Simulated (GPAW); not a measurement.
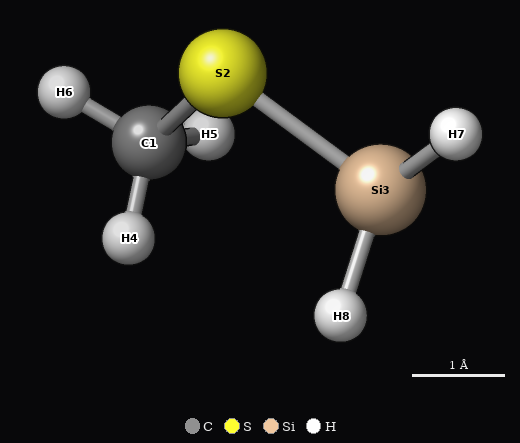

Fig. 1: The structure (ball-and-stick view, seen at a tilt; atoms are numbered from 1 in the order of the input). Bond lengths as drawn: C–H 1.08 to 1.09 Å, C–S 1.82 Å, H–Si 1.45 to 1.46 Å and S–Si 2.14 Å.

# Calculation of the molecule and its ions, with input and output: CH5SSi (part 1 of 3)

- system: CH5SSi, multiplicity 2, SMILES CS[SiH2]
- method: revPBE/dzp, UKS, scalar-relativistic datasets (GPAW 26.7.0)

The geometry comes from this level: GFN2-xTB.

Input (run.py):
```python
from ase.io import read
from gpaw import GPAW

system = read("gs.xyz")
system.center(vacuum=4.5)

energies = {}
for name, charge, unpaired in [("neutral", 0, 1), ("oxidised", 1, 0)]:
    system.set_initial_magnetic_moments([unpaired / len(system)] * len(system))
    gpaw_calc = GPAW(mode="lcao",
                     basis="dzp",
                     h=0.22,
                     xc="revPBE",
                     charge=charge,
                     occupations={"name": "fermi-dirac", "width": 0.01, "fixmagmom": unpaired > 0},
                     maxiter=100,
                     symmetry="off",
                     txt="-")
    system.calc = gpaw_calc
    energies[name] = system.get_potential_energy()
    print(f'{name:10} {energies[name]:12.5f} eV')

ip = energies["oxidised"] - energies["neutral"]
print(f"Vertical IP             {ip:.3f} eV")
```

File gs.xyz:
```
8

C     -0.864860     1.009390    -0.293080
S      0.401810     0.590330     0.946330
Si     1.228860    -1.179990     0.064870
H     -1.559650     0.182760    -0.401970
H     -0.386320     1.232670    -1.241190
H     -1.387650     1.886050     0.074850
H      2.374530    -1.520970     0.882940
H      0.193280    -2.200250    -0.032750
```

Command:
```bash
python3 run.py
```

Output:
```
__  _  _
 | _ |_)|_||  |
 |__||  | ||/\| - 26.7.0

units:  Angstrom and eV
cores:  1
OpenMP: False

Versions:
  Python: 3.12.14
  ASE:    3.29.0
  Numpy:  2.5.5
  Scipy:  1.18.1
  Libxc:  7.0.0

        _gpaw.cpython-312-aarch64-linux-gnu.so

Input parameters:
  mode=LCAO(),
  basis={'default': 'dzp'},
  charge=0.0,
  h=0.22,
  maxiter=100,
  occupations=Occupations(name='fermi-dirac', width=0.01, fixmagmom=True),
  symmetry=Symmetry(point_group=False, time_reversal=False),
  xc=XC(name='revPBE')
         .-------------------------------.
        /|                               |
       / |                               |
      /  |                               |
     /   |                               |
    /    |                               |
   /     |                               |
  /      |                               |
 *       |                               |
 |       |        H  S                   |
 |       |         C                     |
 |       |      H     Si H               |
 |       |         HH                    |
 |       |                               |
 |       .-------------------------------.
 |      /                               /
 |     /                               /
 |    /                               /
 |   /                               /
 |  /                               /
 | /                               /
 |/                               /
 *-------------------------------*

Atoms  # Å, Bohr magnetons
|   | symbol |        x |        y |        z |    initial magnetic moments |
|---|--------|----------|----------|----------|-----------------------------|
| 0 |      C | 5.194790 | 7.709640 | 5.448110 | ( 0.0000,  0.0000,  0.1250) |
| 1 |      S | 6.461460 | 7.290580 | 6.687520 | ( 0.0000,  0.0000,  0.1250) |
| 2 |     Si | 7.288510 | 5.520260 | 5.806060 | ( 0.0000,  0.0000,  0.1250) |
| 3 |      H | 4.500000 | 6.883010 | 5.339220 | ( 0.0000,  0.0000,  0.1250) |
| 4 |      H | 5.673330 | 7.932920 | 4.500000 | ( 0.0000,  0.0000,  0.1250) |
| 5 |      H | 4.672000 | 8.586300 | 5.816040 | ( 0.0000,  0.0000,  0.1250) |
| 6 |      H | 8.434180 | 5.179280 | 6.624130 | ( 0.0000,  0.0000,  0.1250) |
| 7 |      H | 6.252930 | 4.500000 | 5.708440 | ( 0.0000,  0.0000,  0.1250) |

Unit cell  # Å
| periodic |         x |         y |         z |   lengths |    angles |
|----------|-----------|-----------|-----------|-----------|-----------|
|       no | 12.934180 |  0.000000 |  0.000000 | 12.934180 | 90.000000 |
|       no |  0.000000 | 13.086300 |  0.000000 | 13.086300 | 90.000000 |
|       no |  0.000000 |  0.000000 | 11.187520 | 11.187520 | 90.000000 |

Number of symmetries: 1
Symmetry operations  # r_c * U_cc + t_c -> r_c
|   | kind |            matrix            |
|---|------|------------------------------|
| 0 |  E   |  1, 0, 0,  0, 1, 0,  0, 0, 1 |

BZ-sampling:
  Number of BZ points: 1
  Number of IBZ points: 1

  Monkhorst-Pack size: [1, 1, 1]
  Monkhorst-Pack shift: [0, 0, 0]

K-points  # in reciprocal-cell coordinates
|   |                                coordinates |     weight |
|---|--------------------------------------------|------------|
| 0 | (  0.00000000,   0.00000000,   0.00000000) | 1.00000000 |

basis functions: 64
Spin-components: 2 (collinear spins)
Bands:           16
Projectors:      30
Spin-degeneracy: 1
Datatype:        <class 'float'>

  Storage: CPU
  Wave functions: 16_384 bytes (16_384 per core)

Parallelization:
  kpt:    1
  domain: 1
  band:   1

Density:
  Valence electrons: 19.0
  Components: 2
  Grid points: [60 60 52]
  Charge: 0.0  # |e|

Potential:
  Grid points: [60 60 52]

species:
  C:
    name:    Carbon
    Z:       6.0
    valence: 4
    core:    2
    charge:  0.0  # [|e|]
    file:    C.revPBE.gz
    compensation charges:
      type: gauss
      rc: 0.20  # [Å]
      lmax: 2
    cutoffs:
      filter: 1.14  # [Å]
      core: 1.14  # [Å]
    projectors
    | kind |    occ | energy [eV] | rcut [Å] |
    |------|--------|-------------|----------|
    |   2s |  2.000 |     -13.783 |    0.635 |
    |   2p |  2.000 |      -5.237 |    0.635 |
    |    s |        |      13.429 |    0.635 |
    |    p |        |      21.974 |    0.635 |
    |    d |        |       0.000 |    0.635 |

    LCAO basis set for C:
      Name: dzp
      File: C.dzp.basis.gz
      Number of radial functions: 5
      Number of spherical harmonics: 13
        l=0, rc=5.5469 Bohr: 2s-sz confined orbital
        l=1, rc=6.6719 Bohr: 2p-sz confined orbital
        l=0, rc=3.0312 Bohr: 2s-dz split-valence wave
        l=1, rc=3.7500 Bohr: 2p-dz split-valence wave
        l=2, rc=6.6719 Bohr: d-type Gaussian polarization
      Number of RI-basis functions 0

  S:
    name:    Sulfur
    Z:       16.0
    valence: 6
    core:    10
    charge:  0.0  # [|e|]
    file:    S.revPBE.gz
    compensation charges:
      type: gauss
      rc: 0.24  # [Å]
      lmax: 2
    cutoffs:
      filter: 1.77  # [Å]
      core: 1.66  # [Å]
    projectors
    | kind |    occ | energy [eV] | rcut [Å] |
    |------|--------|-------------|----------|
    |   3s |  2.000 |     -17.230 |    0.974 |
    |   3p |  4.000 |      -6.978 |    0.979 |
    |    s |        |       9.981 |    0.974 |
    |    p |        |      20.234 |    0.979 |
    |    d |        |       0.000 |    0.900 |

    LCAO basis set for S:
      Name: dzp
      File: S.dzp.basis.gz
      Number of radial functions: 5
      Number of spherical harmonics: 13
        l=0, rc=5.5156 Bohr: 3s-sz confined orbital
        l=1, rc=6.9375 Bohr: 3p-sz confined orbital
        l=0, rc=3.0469 Bohr: 3s-dz split-valence wave
        l=1, rc=3.9375 Bohr: 3p-dz split-valence wave
        l=2, rc=6.9375 Bohr: d-type Gaussian polarization
      Number of RI-basis functions 0

  Si:
    name:    Silicon
    Z:       14.0
    valence: 4
    core:    10
    charge:  0.0  # [|e|]
    file:    Si.revPBE.gz
    compensation charges:
      type: gauss
      rc: 0.33  # [Å]
      lmax: 2
    cutoffs:
      filter: 1.86  # [Å]
      core: 2.06  # [Å]
    projectors
    | kind |    occ | energy [eV] | rcut [Å] |
    |------|--------|-------------|----------|
    |   3s |  2.000 |     -10.782 |    1.058 |
    |   3p |  2.000 |      -4.060 |    1.058 |
    |    s |        |      16.430 |    1.058 |
    |    p |        |      23.151 |    1.058 |
    |    d |        |       0.000 |    1.058 |

    LCAO basis set for Si:
      Name: dzp
      File: Si.dzp.basis.gz
      Number of radial functions: 5
      Number of spherical harmonics: 13
        l=0, rc=6.8594 Bohr: 3s-sz confined orbital
        l=1, rc=9.0625 Bohr: 3p-sz confined orbital
        l=0, rc=3.8906 Bohr: 3s-dz split-valence wave
        l=1, rc=5.2344 Bohr: 3p-dz split-valence wave
        l=2, rc=9.0625 Bohr: d-type Gaussian polarization
      Number of RI-basis functions 0

  H:
    name:    Hydrogen
    Z:       1.0
    valence: 1
    core:    0
    charge:  0.0  # [|e|]
    file:    H.revPBE.gz
    compensation charges:
      type: gauss
      rc: 0.15  # [Å]
      lmax: 2
    cutoffs:
      filter: 0.85  # [Å]
      core: 0.53  # [Å]
    projectors
    | kind |    occ | energy [eV] | rcut [Å] |
    |------|--------|-------------|----------|
    |   1s |  1.000 |      -6.547 |    0.476 |
    |    s |        |      20.664 |    0.476 |
    |    p |        |       0.000 |    0.476 |

    LCAO basis set for H:
      Name: dzp
      File: H.dzp.basis.gz
      Number of radial functions: 3
      Number of spherical harmonics: 5
        l=0, rc=6.4219 Bohr: 1s-sz confined orbital
        l=0, rc=3.6094 Bohr: 1s-dz split-valence wave
        l=1, rc=6.4219 Bohr: p-type Gaussian polarization
      Number of RI-basis functions 0

Reference energy: -19841.402634  # eV

eigensolver:
  <gpaw.new.lcao.eigensolver.LCAOEigensolver object at 0xff6f28f97890>
density mixing:
  MSR1-Mixer
  Pratt-step length: 0.05
  Maximum mixing coefficient: 0.75
  Old densities: 10
  SVD Regularization: 0.005
  Good broyden scale: 1.0
  Trust region scale: 1.0
  Backstep threshold: 4.0
  History deletion threshold: 6.0
  Fourier metric: weight=20.0, sigma=0.015

occupation numbers:
  Fixed magnetic moment: 1.000
  Fermi-Dirac:
    width: 0.0100  # eV

FastPoissonSolver using
    Stencil: 6*3+1=19 point O(h^6) finite-difference Laplacian
    FFT axes: []
    FST axes: [np.int64(2), np.int64(0), np.int64(1)]

xc functional:
  name: revPBE with 2 nearest neighbor stencil
interpolation: tri-quintic # 5. degree polynomial

         .-------------------------------.
        /|                               |
       / |                               |
      /  |                               |
     /   |                               |
    /    |                               |
   /     |                               |
  /      |                               |
 *       |                               |
 |       |        H  S                   |
 |       |         C                     |
 |       |      H     Si H               |
 |       |         HH                    |
 |       |                               |
 |       .-------------------------------.
 |      /                               /
 |     /                               /
 |    /                               /
 |   /                               /
 |  /                               /
 | /                               /
 |/                               /
 *-------------------------------*

Atoms  # Å, Bohr magnetons
|   | symbol |        x |        y |        z |    initial magnetic moments |
|---|--------|----------|----------|----------|-----------------------------|
| 0 |      C | 5.194790 | 7.709640 | 5.448110 | ( 0.0000,  0.0000,  0.1250) |
| 1 |      S | 6.461460 | 7.290580 | 6.687520 | ( 0.0000,  0.0000,  0.1250) |
| 2 |     Si | 7.288510 | 5.520260 | 5.806060 | ( 0.0000,  0.0000,  0.1250) |
| 3 |      H | 4.500000 | 6.883010 | 5.339220 | ( 0.0000,  0.0000,  0.1250) |
| 4 |      H | 5.673330 | 7.932920 | 4.500000 | ( 0.0000,  0.0000,  0.1250) |
| 5 |      H | 4.672000 | 8.586300 | 5.816040 | ( 0.0000,  0.0000,  0.1250) |
| 6 |      H | 8.434180 | 5.179280 | 6.624130 | ( 0.0000,  0.0000,  0.1250) |
| 7 |      H | 6.252930 | 4.500000 | 5.708440 | ( 0.0000,  0.0000,  0.1250) |

Unit cell  # Å
| periodic |         x |         y |         z |   lengths |    angles |
|----------|-----------|-----------|-----------|-----------|-----------|
|       no | 12.934180 |  0.000000 |  0.000000 | 12.934180 | 90.000000 |
|       no |  0.000000 | 13.086300 |  0.000000 | 13.086300 | 90.000000 |
|       no |  0.000000 |  0.000000 | 11.187520 | 11.187520 | 90.000000 |

Number of symmetries: 1
Symmetry operations  # r_c * U_cc + t_c -> r_c
|   | kind |            matrix            |
|---|------|------------------------------|
| 0 |  E   |  1, 0, 0,  0, 1, 0,  0, 0, 1 |

BZ-sampling:
  Number of BZ points: 1
  Number of IBZ points: 1

  Monkhorst-Pack size: [1, 1, 1]
  Monkhorst-Pack shift: [0, 0, 0]

K-points  # in reciprocal-cell coordinates
|   |                                coordinates |     weight |
|---|--------------------------------------------|------------|
| 0 | (  0.00000000,   0.00000000,   0.00000000) | 1.00000000 |

basis functions: 64
Spin-components: 2 (collinear spins)
Bands:           16
Projectors:      30
Spin-degeneracy: 1
Datatype:        <class 'float'>

  Storage: CPU
  Wave functions: 16_384 bytes (16_384 per core)

Parallelization:
  kpt:    1
  domain: 1
  band:   1

Density:
  Valence electrons: 19.0
  Components: 2
  Grid points: [60 60 52]
  Charge: 0.0  # |e|

Potential:
  Grid points: [60 60 52]

species:
  C:
    name:    Carbon
    Z:       6.0
    valence: 4
    core:    2
    charge:  0.0  # [|e|]
    file:    C.revPBE.gz
    compensation charges:
      type: gauss
      rc: 0.20  # [Å]
      lmax: 2
    cutoffs:
      filter: 1.14  # [Å]
      core: 1.14  # [Å]
    projectors
    | kind |    occ | energy [eV] | rcut [Å] |
    |------|--------|-------------|----------|
    |   2s |  2.000 |     -13.783 |    0.635 |
    |   2p |  2.000 |      -5.237 |    0.635 |
    |    s |        |      13.429 |    0.635 |
    |    p |        |      21.974 |    0.635 |
    |    d |        |       0.000 |    0.635 |

    LCAO basis set for C:
      Name: dzp
      File: C.dzp.basis.gz
      Number of radial functions: 5
      Number of spherical harmonics: 13
        l=0, rc=5.5469 Bohr: 2s-sz confined orbital
        l=1, rc=6.6719 Bohr: 2p-sz confined orbital
        l=0, rc=3.0312 Bohr: 2s-dz split-valence wave
        l=1, rc=3.7500 Bohr: 2p-dz split-valence wave
        l=2, rc=6.6719 Bohr: d-type Gaussian polarization
      Number of RI-basis functions 0

  S:
    name:    Sulfur
    Z:       16.0
    valence: 6
    core:    10
    charge:  0.0  # [|e|]
    file:    S.revPBE.gz
    compensation charges:
      type: gauss
      rc: 0.24  # [Å]
      lmax: 2
    cutoffs:
      filter: 1.77  # [Å]
      core: 1.66  # [Å]
    projectors
    | kind |    occ | energy [eV] | rcut [Å] |
    |------|--------|-------------|----------|
    |   3s |  2.000 |     -17.230 |    0.974 |
    |   3p |  4.000 |      -6.978 |    0.979 |
    |    s |        |       9.981 |    0.974 |
    |    p |        |      20.234 |    0.979 |
    |    d |        |       0.000 |    0.900 |

    LCAO basis set for S:
      Name: dzp
      File: S.dzp.basis.gz
      Number of radial functions: 5
      Number of spherical harmonics: 13
        l=0, rc=5.5156 Bohr: 3s-sz confined orbital
        l=1, rc=6.9375 Bohr: 3p-sz confined orbital
        l=0, rc=3.0469 Bohr: 3s-dz split-valence wave
        l=1, rc=3.9375 Bohr: 3p-dz split-valence wave
        l=2, rc=6.9375 Bohr: d-type Gaussian polarization
      Number of RI-basis functions 0

  Si:
    name:    Silicon
    Z:       14.0
    valence: 4
    core:    10
    charge:  0.0  # [|e|]
    file:    Si.revPBE.gz
    compensation charges:
      type: gauss
      rc: 0.33  # [Å]
      lmax: 2
    cutoffs:
      filter: 1.86  # [Å]
      core: 2.06  # [Å]
    projectors
    | kind |    occ | energy [eV] | rcut [Å] |
    |------|--------|-------------|----------|
    |   3s |  2.000 |     -10.782 |    1.058 |
    |   3p |  2.000 |      -4.060 |    1.058 |
    |    s |        |      16.430 |    1.058 |
    |    p |        |      23.151 |    1.058 |
    |    d |        |       0.000 |    1.058 |

    LCAO basis set for Si:
      Name: dzp
      File: Si.dzp.basis.gz
      Number of radial functions: 5
      Number of spherical harmonics: 13
        l=0, rc=6.8594 Bohr: 3s-sz confined orbital
        l=1, rc=9.0625 Bohr: 3p-sz confined orbital
        l=0, rc=3.8906 Bohr: 3s-dz split-valence wave
        l=1, rc=5.2344 Bohr: 3p-dz split-valence wave
        l=2, rc=9.0625 Bohr: d-type Gaussian polarization
      Number of RI-basis functions 0

  H:
    name:    Hydrogen
    Z:       1.0
    valence: 1
    core:    0
    charge:  0.0  # [|e|]
    file:    H.revPBE.gz
    compensation charges:
      type: gauss
      rc: 0.15  # [Å]
      lmax: 2
    cutoffs:
      filter: 0.85  # [Å]
      core: 0.53  # [Å]
    projectors
    | kind |    occ | energy [eV] | rcut [Å] |
    |------|--------|-------------|----------|
    |   1s |  1.000 |      -6.547 |    0.476 |
    |    s |        |      20.664 |    0.476 |
    |    p |        |       0.000 |    0.476 |

    LCAO basis set for H:
      Name: dzp
      File: H.dzp.basis.gz
      Number of radial functions: 3
      Number of spherical harmonics: 5
        l=0, rc=6.4219 Bohr: 1s-sz confined orbital
        l=0, rc=3.6094 Bohr: 1s-dz split-valence wave
        l=1, rc=6.4219 Bohr: p-type Gaussian polarization
      Number of RI-basis functions 0

Reference energy: -19841.402634  # eV

eigensolver:
  <gpaw.new.lcao.eigensolver.LCAOEigensolver object at 0xff6f28ecb0b0>
density mixing:
  MSR1-Mixer
  Pratt-step length: 0.05
  Maximum mixing coefficient: 0.75
  Old densities: 10
  SVD Regularization: 0.005
  Good broyden scale: 1.0
  Trust region scale: 1.0
  Backstep threshold: 4.0
  History deletion threshold: 6.0
  Fourier metric: weight=20.0, sigma=0.015

occupation numbers:
  Fixed magnetic moment: 1.000
  Fermi-Dirac:
    width: 0.0100  # eV

FastPoissonSolver using
    Stencil: 6*3+1=19 point O(h^6) finite-difference Laplacian
    FFT axes: []
    FST axes: [np.int64(2), np.int64(0), np.int64(1)]

xc functional:
  name: revPBE with 2 nearest neighbor stencil
interpolation: tri-quintic # 5. degree polynomial

Initialization done in: 3.467 s

convergence criteria:
- Maximum [total energy] change in last 3 cyles: 0.0005 eV / valence electron
- Maximum integral of absolute [dens]ity change: 0.0001 electrons / valence electron
- Maximum integral of absolute [eigenst]ate change: 4e-08 eV^2 / valence electron
maximum number of iterations: 100
```
